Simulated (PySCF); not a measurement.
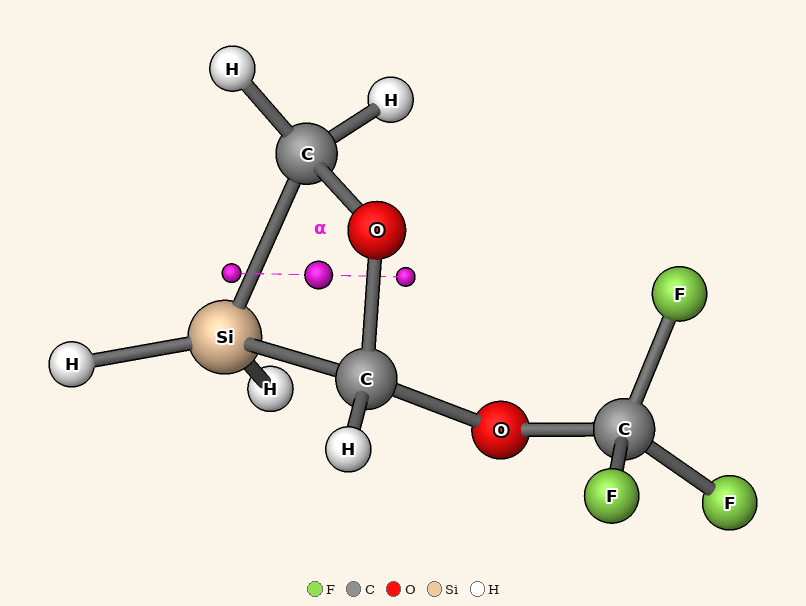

The small points mark where nucleus-independent chemical shifts (NICS) were computed: at the centre of each lettered ring and 1 Å above and below it. The computed structure is the end point of a GFN2-xTB optimisation. No frequency run is at hand to confirm it as a minimum. Method: GIAO PBE0/pcSseg-1 NMR shielding, non-relativistic, gas phase (PySCF 2.14.0).

Give NICS(0), NICS(1) and the out-of-plane component NICS(1)zz for each ring (means of the two sides).

| ring | members | NICS(0) | NICS(1) | NICS(1)zz |
| --- | --- | --- | --- | --- |
| α | C2OSi | 2.6 | 0.7 | 6.3 |

Values in ppm.

The geometry is semi-empirical. Around Si such bond lengths and angles can be off by a tenth of an ångström or more and by several degrees, and values that hang on the shape move with them.
